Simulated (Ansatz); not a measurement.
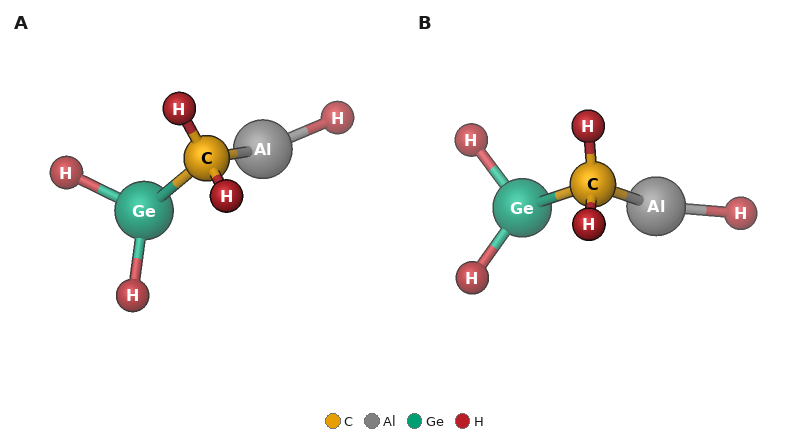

Depth is shown by fading: the farther an atom, the more it takes the colour of the background. Computed geometry: PBE-D4/def2-SVP optimisation. No frequency run is at hand to confirm it as a minimum.

**How are A and B related: the same structure turned, mirror images, conformers, diastereomers or constitutional isomers?**

They are the same structure, CH5AlGe, seen from two directions. With point group Cs it is achiral, so its mirror image would be the same too.
